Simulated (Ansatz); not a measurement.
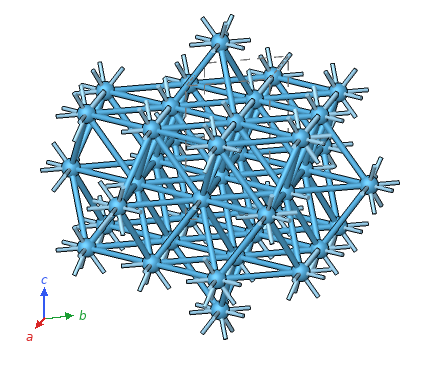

A cut-out of a periodic net derived from a crystal structure. Nodes are coloured by topological kind. Edges to nodes outside the piece are drawn as stubs.

Describe the net.

A uninodal 12-connected, three-periodic net. It is the hcp net, known from hexagonal close packing.

Give point symbol and coordination sequence.

3^24.4^33.5^9, sequence 12, 44, 96, 170.

Where the net comes from. The compound is Hf (space group P6_3/mmc, No. 194), taken as the input geometry of an electronic-structure calculation (not necessarily at equilibrium). Bonds are taken as Hf–Hf below 3.6 Å. Simplification: prune 0- and 1-connected atoms, fold 2-connected ones into links. Hf is a 12-connected node.
